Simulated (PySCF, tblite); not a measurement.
# C₄H₅Cl: changes of charge, part 2 of 2

tblite 0.8.0 and PySCF 2.14.0. Atoms count from 0. The steps go on from the part before.

### Step 10. Relaxing the molecule at PBE0-D3(BJ)/def2-SVP

This step treats C₄H₅Cl+ (doublet), labelled `[CH2][CH+]C(=C)Cl` (the label fixes atoms and charge, not where charge and spin sit).

What the job is given:

```
{"job": {"xc": "PBE0", "basis": "def2-SVP", "d3": "d3bj", "grid": 1, "kind": "geom"}, "charge": 1, "multiplicity": 2}
C     -1.829412     0.102292     0.277387
C     -0.641069    -0.194104    -0.296579
C      0.644426     0.170555     0.231575
C      1.807871    -0.168413    -0.416573
Cl     0.766271     1.043994     1.691435
H     -1.903409     0.653953     1.202648
H     -2.756409    -0.206849    -0.179500
H     -0.619574    -0.748770    -1.226922
H      1.792656    -0.723410    -1.344404
H      2.775572     0.106733    -0.021471
```

What it wrote:

```text
step   0  E = -614.67287820  max force = 0.026188
step   1  E = -614.67352639  max force = 0.007631
step   2  E = -614.67442627  max force = 0.001836
step   3  E = -614.67450177  max force = 0.002433
step   4  E = -614.67463740  max force = 0.000848
step   5  E = -614.67465722  max force = 0.000715
step   6  E = -614.67466510  max force = 0.000849
step   7  E = -614.67467242  max force = 0.000376
optimisation converged
```

It took 38 s on 1 thread of Arm Neoverse V1, shared host; peak memory 0.42 GiB.

The steps of the relaxation:

```csv
step,energy from step 0 (eV),largest force component (eV/Å)
0,0.0000,1.3466
1,-0.0176,0.3924
2,-0.0421,0.0944
3,-0.0442,0.1251
4,-0.0479,0.0436
5,-0.0484,0.0368
6,-0.0486,0.0437
7,-0.0488,0.0193
```

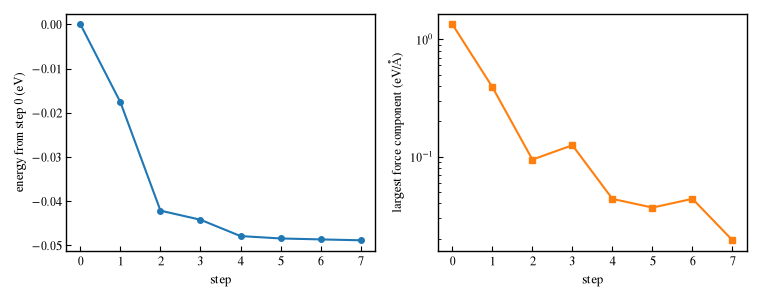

Energy and largest force along the relaxation.

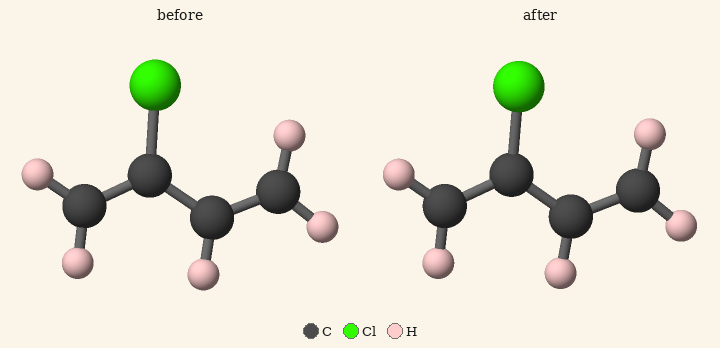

Before and after, at one scale.

Distances of close pairs at the start and the end, largest changes first:

```csv
bond,before (Å),after (Å),change (Å)
C2–C3,1.374,1.401,+0.026
C0–C1,1.353,1.370,+0.018
C2–Cl4,1.706,1.689,-0.017
C0–H6,1.079,1.094,+0.015
C0–H5,1.080,1.095,+0.015
C3–H9,1.081,1.094,+0.013
C3–H8,1.081,1.094,+0.013
C1–C2,1.437,1.424,-0.012
```

The end geometry stands in the next job.

```csv
at the end point,value
point group (found at 0.08 Å tolerance),Cs
"rotational constants (GHz, main isotopes)","5.516, 3.720, 2.222"
⟨S²⟩,0.779
```

### Step 11. Harmonic vibrations (C₄H₅Cl+ (doublet), [CH2][CH+]C(=C)Cl): PBE0-D3(BJ)/def2-SVP

What the job is given:

```
{"job": {"xc": "PBE0", "basis": "def2-SVP", "d3": "d3bj", "grid": 2, "kind": "hessian"}, "charge": 1, "multiplicity": 2}
C     -1.830607     0.029187     0.329786
C     -0.624192    -0.268934    -0.247467
C      0.628331     0.244159     0.195910
C      1.812614    -0.114871    -0.459991
Cl     0.739282     1.294547     1.513786
H     -1.898784     0.699481     1.192743
H     -2.756761    -0.400031    -0.063567
H     -0.589258    -0.943102    -1.109047
H      1.773297    -0.795399    -1.316145
H      2.781062     0.273504    -0.131184
```

What it wrote:

```text
coarse grid: 9072 points
cycle   1  E = -614.5729221096  dE =  7.735e-01  |g| = 2.213e-01  |ddm| = 2.373e+00
cycle   2  E = -614.5335981208  dE =  3.932e-02  |g| = 3.642e-01  |ddm| = 7.518e-01
cycle   3  E = -614.6048660976  dE = -7.127e-02  |g| = 3.380e-02  |ddm| = 4.226e-01
cycle   4  E = -614.6053179677  dE = -4.519e-04  |g| = 2.766e-02  |ddm| = 6.838e-02
cycle   5  E = -614.6058440030  dE = -5.260e-04  |g| = 6.572e-03  |ddm| = 3.694e-02
cycle   6  E = -614.6059125562  dE = -6.855e-05  |g| = 4.073e-03  |ddm| = 1.472e-02
cycle   7  E = -614.6059382083  dE = -2.565e-05  |g| = 2.122e-03  |ddm| = 9.858e-03
cycle   8  E = -614.6059450975  dE = -6.889e-06  |g| = 8.290e-04  |ddm| = 5.260e-03
final grid: 83440 points
cycle   9  E = -614.6746775297  dE = -1.701e-05  |g| = 3.068e-03  |ddm| = 1.403e-02
cycle  10  E = -614.6746771829  dE =  3.468e-07  |g| = 3.230e-03  |ddm| = 6.953e-03
cycle  11  E = -614.6746829828  dE = -5.800e-06  |g| = 6.996e-04  |ddm| = 4.481e-03
cycle  12  E = -614.6746832601  dE = -2.773e-07  |g| = 1.426e-04  |ddm| = 1.040e-03
cycle  13  E = -614.6746832884  dE = -2.830e-08  |g| = 9.972e-05  |ddm| = 2.777e-04
cycle  14  E = -614.6746833125  dE = -2.408e-08  |g| = 4.792e-05  |ddm| = 3.153e-04
cycle  15  E = -614.6746833191  dE = -6.580e-09  |g| = 3.112e-05  |ddm| = 2.068e-04
cycle  16  E = -614.6746833203  dE = -1.252e-09  |g| = 1.017e-05  |ddm| = 8.375e-05
cycle  17  E = -614.6746833205  dE = -1.214e-10  |g| = 2.168e-06  |ddm| = 2.757e-05
cycle  18  E = -614.6746833205  dE = -9.891e-12  |g| = 1.344e-06  |ddm| = 4.264e-06
converged SCF energy = -614.6746833205

mode    cm-1
  1     147.2
  2     252.5
  3     381.0
  4     403.7
  5     450.4
  6     536.1
  7     635.0
  8     703.2
  9     935.4
 10     940.8
 11     972.6
 12    1029.5
 13    1048.7
 14    1296.4
 15    1309.0
 16    1321.8
 17    1451.9
 18    1489.6
 19    1632.5
 20    3172.7
 21    3176.2
 22    3213.3
 23    3297.3
 24    3303.9
ZPE 197.986  H(298)-E 215.055  G(298)-E 120.053 kJ/mol  S 318.64 J/(mol K)
```

It took 3.6 min on 1 thread of Arm Neoverse V1, shared host; peak memory 1.6 GiB.

Zero-point energy 197.99 kJ/mol (xTB gave 186.22).

### Step 12. Single point (C4H5Cl): wB97X-D3(BJ)/ma-def2-TZVP

Geometry: PBE0-D3(BJ)/def2-SVP, that of another charge or spin state.

Settings changed since step 11:

```diff
@@ -1,2 +1,2 @@
-{"job": {"xc": "PBE0", "basis": "def2-SVP", "d3": "d3bj", "grid": 2, "kind": "hessian"}, "charge": 1, "multiplicity": 2}
+{"job": {"kind": "sp", "xc": "wB97X", "basis": "ma-def2-TZVP", "d3": "d3bj", "grid": 2}, "charge": 0, "multiplicity": 1}
 C     -1.830607     0.029187     0.329786
```

What it wrote:

```text
coarse grid: 9072 points
cycle   1  E = -615.7171670536  dE =  6.654e-01  |g| = 3.345e-01  |ddm| = 2.448e+00
cycle   2  E = -615.7310167850  dE = -1.385e-02  |g| = 3.071e-01  |ddm| = 6.002e-01
cycle   3  E = -615.7511238090  dE = -2.011e-02  |g| = 4.732e-02  |ddm| = 2.767e-01
cycle   4  E = -615.7518439253  dE = -7.201e-04  |g| = 2.044e-02  |ddm| = 9.523e-02
cycle   5  E = -615.7519637334  dE = -1.198e-04  |g| = 5.258e-03  |ddm| = 2.937e-02
cycle   6  E = -615.7519754978  dE = -1.176e-05  |g| = 1.339e-03  |ddm| = 1.523e-02
cycle   7  E = -615.7519766793  dE = -1.181e-06  |g| = 4.989e-04  |ddm| = 5.456e-03
final grid: 83440 points
cycle   8  E = -615.7361361939  dE = -3.469e-05  |g| = 4.646e-03  |ddm| = 5.787e-02
cycle   9  E = -615.7361378211  dE = -1.627e-06  |g| = 2.067e-03  |ddm| = 6.592e-03
cycle  10  E = -615.7361382789  dE = -4.578e-07  |g| = 1.707e-04  |ddm| = 1.896e-03
cycle  11  E = -615.7361382872  dE = -8.361e-09  |g| = 1.166e-04  |ddm| = 5.481e-04
cycle  12  E = -615.7361382906  dE = -3.359e-09  |g| = 3.009e-05  |ddm| = 1.412e-04
converged SCF energy = -615.7361382906
```

It took 9 s on 1 thread of Arm Neoverse V1, shared host; peak memory 0.7 GiB.

### Step 13. Single point (C4H5Cl+ (doublet), [CH2][CH+]C(=C)Cl): wB97X-D3(BJ)/ma-def2-TZVP

Geometry: PBE0-D3(BJ)/def2-SVP.

Settings changed since step 12:

```diff
@@ -1,2 +1,2 @@
-{"job": {"kind": "sp", "xc": "wB97X", "basis": "ma-def2-TZVP", "d3": "d3bj", "grid": 2}, "charge": 0, "multiplicity": 1}
+{"job": {"kind": "sp", "xc": "wB97X", "basis": "ma-def2-TZVP", "d3": "d3bj", "grid": 2}, "charge": 1, "multiplicity": 2}
 C     -1.830607     0.029187     0.329786
```

What it wrote:

```text
final grid: 83440 points
cycle   1  E = -615.4010501722  dE = -2.213e-02  |g| = 1.561e-01  |ddm| = 5.917e-01
cycle   2  E = -615.4058252830  dE = -4.775e-03  |g| = 1.314e-01  |ddm| = 2.238e-01
cycle   3  E = -615.4144741798  dE = -8.649e-03  |g| = 2.115e-02  |ddm| = 1.391e-01
cycle   4  E = -615.4148807659  dE = -4.066e-04  |g| = 9.350e-03  |ddm| = 1.870e-02
cycle   5  E = -615.4151841464  dE = -3.034e-04  |g| = 4.594e-03  |ddm| = 2.473e-02
cycle   6  E = -615.4152583776  dE = -7.423e-05  |g| = 1.943e-03  |ddm| = 1.302e-02
cycle   7  E = -615.4152689305  dE = -1.055e-05  |g| = 6.026e-04  |ddm| = 7.011e-03
cycle   8  E = -615.4152705698  dE = -1.639e-06  |g| = 4.110e-04  |ddm| = 2.158e-03
cycle   9  E = -615.4152711323  dE = -5.625e-07  |g| = 2.399e-04  |ddm| = 9.275e-04
cycle  10  E = -615.4152715224  dE = -3.901e-07  |g| = 1.875e-04  |ddm| = 9.192e-04
cycle  11  E = -615.4152717294  dE = -2.070e-07  |g| = 7.487e-05  |ddm| = 9.028e-04
cycle  12  E = -615.4152717641  dE = -3.474e-08  |g| = 4.367e-05  |ddm| = 5.098e-04
cycle  13  E = -615.4152717667  dE = -2.597e-09  |g| = 1.162e-05  |ddm| = 1.112e-04
converged SCF energy = -615.4152717667
```

It took 22 s on 1 thread of Arm Neoverse V1, shared host; peak memory 0.81 GiB.

### Step 14. Single point (C₄H₅Cl): wB97X-D3(BJ)/ma-def2-TZVP in water

Geometry: PBE0-D3(BJ)/def2-SVP.

What the job is given:

```
{"job": {"kind": "sp", "xc": "wB97X", "basis": "ma-def2-TZVP", "d3": "d3bj", "grid": 2, "solvent": "water"}, "charge": 0, "multiplicity": 1}
C     -1.824544     0.101453     0.285060
C     -0.655685    -0.197948    -0.291281
C      0.668812     0.157826     0.209078
C      1.811338    -0.167029    -0.410655
Cl     0.731382     1.055741     1.699525
H     -1.865152     0.663551     1.221189
H     -2.767882    -0.210043    -0.168362
H     -0.638131    -0.762354    -1.229684
H      1.775233    -0.730528    -1.345711
H      2.783788     0.116004    -0.006507
```

What it wrote:

```text
final grid: 83440 points
cycle   1  E = -615.7495339360  dE = -5.047e-04  |g| = 1.231e-02  |ddm| = 2.137e-01
cycle   2  E = -615.7495893160  dE = -5.538e-05  |g| = 8.011e-03  |ddm| = 7.218e-02
cycle   3  E = -615.7496075159  dE = -1.820e-05  |g| = 2.926e-03  |ddm| = 1.388e-02
cycle   4  E = -615.7496117222  dE = -4.206e-06  |g| = 9.607e-04  |ddm| = 1.567e-02
cycle   5  E = -615.7496121958  dE = -4.736e-07  |g| = 2.961e-04  |ddm| = 4.335e-03
cycle   6  E = -615.7496122526  dE = -5.682e-08  |g| = 1.520e-04  |ddm| = 9.728e-04
cycle   7  E = -615.7496122659  dE = -1.336e-08  |g| = 4.641e-05  |ddm| = 4.263e-04
cycle   8  E = -615.7496122683  dE = -2.388e-09  |g| = 1.375e-05  |ddm| = 2.231e-04
converged SCF energy = -615.7496122683
```

It took 9.5 s on 1 thread of Arm Neoverse V1, shared host; peak memory 0.78 GiB.

### Step 15. Single point (C4H5Cl+ (doublet), [CH2][CH+]C(=C)Cl): wB97X-D3(BJ)/ma-def2-TZVP in water

Geometry: PBE0-D3(BJ)/def2-SVP.

What the job is given:

```
{"job": {"kind": "sp", "xc": "wB97X", "basis": "ma-def2-TZVP", "d3": "d3bj", "grid": 2, "solvent": "water"}, "charge": 1, "multiplicity": 2}
C     -1.830607     0.029187     0.329786
C     -0.624192    -0.268934    -0.247467
C      0.628331     0.244159     0.195910
C      1.812614    -0.114871    -0.459991
Cl     0.739282     1.294547     1.513786
H     -1.898784     0.699481     1.192743
H     -2.756761    -0.400031    -0.063567
H     -0.589258    -0.943102    -1.109047
H      1.773297    -0.795399    -1.316145
H      2.781062     0.273504    -0.131184
```

What it wrote:

```text
final grid: 83440 points
cycle   1  E = -615.5058622909  dE = -7.546e-04  |g| = 1.413e-02  |ddm| = 2.549e-01
cycle   2  E = -615.5059626401  dE = -1.003e-04  |g| = 1.093e-02  |ddm| = 6.954e-02
cycle   3  E = -615.5060270963  dE = -6.446e-05  |g| = 2.517e-03  |ddm| = 1.833e-02
cycle   4  E = -615.5060460623  dE = -1.897e-05  |g| = 1.647e-03  |ddm| = 1.858e-02
cycle   5  E = -615.5060539484  dE = -7.886e-06  |g| = 9.330e-04  |ddm| = 6.684e-03
cycle   6  E = -615.5060605507  dE = -6.602e-06  |g| = 6.300e-04  |ddm| = 4.406e-03
cycle   7  E = -615.5060637641  dE = -3.213e-06  |g| = 2.501e-04  |ddm| = 3.851e-03
cycle   8  E = -615.5060642162  dE = -4.521e-07  |g| = 1.545e-04  |ddm| = 1.216e-03
cycle   9  E = -615.5060643571  dE = -1.409e-07  |g| = 6.695e-05  |ddm| = 8.520e-04
cycle  10  E = -615.5060643759  dE = -1.884e-08  |g| = 3.109e-05  |ddm| = 3.173e-04
cycle  11  E = -615.5060643806  dE = -4.630e-09  |g| = 1.441e-05  |ddm| = 1.699e-04
converged SCF energy = -615.5060643806
```

Wall time 19 s (1 thread of Arm Neoverse V1, shared host); peak memory 0.8 GiB.

### Step 16. Changes of charge: wB97X-D3(BJ)/ma-def2-TZVP

This step combines the energies above: geometries from PBE0-D3(BJ)/def2-SVP, zero-point and thermal terms from PBE0-D3(BJ)/def2-SVP.

What the job is given:

```
{"job": {"kind": "rx", "dirs": [1], "geom": {"xc": "PBE0", "basis": "def2-SVP", "d3": "d3bj", "grid": 1}, "hess": 1, "level": {"xc": "wB97X", "basis": "ma-def2-TZVP", "d3": "d3bj", "solvents": ["water"]}}, "charge": 0, "multiplicity": 1}
C     -1.824544     0.101453     0.285060
C     -0.655685    -0.197948    -0.291281
C      0.668812     0.157826     0.209078
C      1.811338    -0.167029    -0.410655
Cl     0.731382     1.055741     1.699525
H     -1.865152     0.663551     1.221189
H     -2.767882    -0.210043    -0.168362
H     -0.638131    -0.762354    -1.229684
H      1.775233    -0.730528    -1.345711
H      2.783788     0.116004    -0.006507
```

Output (the driver's rows laid out field by field):

```text
ionisation and electron attachment, wB97X-D3(BJ)/ma-def2-TZVP // PBE0-D3(BJ)/def2-SVP

row 1
  change                  oxidation
  charge                  1
  multiplicity            2
  vertical_ev             9.145
  vertical_s2             0.787
  formula                 C4H5Cl
  smiles                  [CH2][CH+]C(=C)Cl
  kept                    yes
  pieces                  1
  point_group             Cs
  adiabatic_electronic_ev 8.9737
  adiabatic_ev            8.9459
  free_energy_ev          8.9244
  s2                      0.795
  bonds_moved             2 3 1.34 1.401; 2 4 1.741 1.689; 1 2 1.46 1.424; 0 1 1.337 1.37
  spin_on                 3 C 0.585; 0 C 0.388
  charge_moved            3 C 0.227; 0 C 0.206; 4 Cl 0.194
  vertical_back_ev        8.7312
  relaxation_parent_ev    0.2425
  relaxation_ion_ev       0.1713
  reorganisation_ev       0.4138
  solution                solvent water, absolute_potential_v 6.578, solvation_parent_kj -11.98, solvation_ion_kj -238.38
```

Run time: 7.6 min. Hardware: 1 thread of Arm Neoverse V1, shared host; peak memory 0.8 GiB.

Energy taken up on oxidation, or given off on reduction (eV; adiabatic with zero-point energy):

```csv
change,product,vertical,adiabatic,free energy,reorganisation,⟨S²⟩
oxidation (multiplicity 2),[CH2][CH+]C(=C)Cl,9.14,8.95,8.92,0.41,0.80
```

On oxidation to multiplicity 2 charge changes most on C3 (+0.23 e), C0 (+0.21 e), Cl4 (+0.19 e); the spin sits on C3 (0.58), C0 (0.39); the bond C2–C3 goes from 1.340 to 1.401 Å; the absolute potential is 6.58 V in water.

### Step 17. Outcome

What follows sums up all 2 parts.

| quantity | value |
| --- | --- |
| strongest single infrared mode (GFN2-xTB) | 1189 cm⁻¹, 36 km/mol |
| zero-point energy (GFN2-xTB) | 46.3 kcal/mol |
| point group | Cs |
| rotational constants (main isotopes) | 5.43, 3.75, 2.22 GHz |
| ionisation energy (wB97X-D3(BJ)/ma-def2-TZVP) | vertical 9.14 eV, adiabatic 8.95 eV |

What this shows: No mode is imaginary among the 24: a minimum at this level. The strongest single mode, at 1189 cm⁻¹, is carried by C2, C1, H8. GFN2-xTB is a fitted tight-binding method: band positions and strengths are rough. Its intensities can rank the bands wrongly. The optimisation took 2 steps and gained 0.034 eV; among the close pairs (by a distance rule), C3–H8 changed most, from 1.076 to 1.092 Å (PBE0/def2-SVP). At wB97X-D3(BJ)/ma-def2-TZVP, relaxation with the zero-point term after oxidation moves the energy taken up from 9.14 eV (vertical) to 8.95 eV (adiabatic, with zero-point energy).
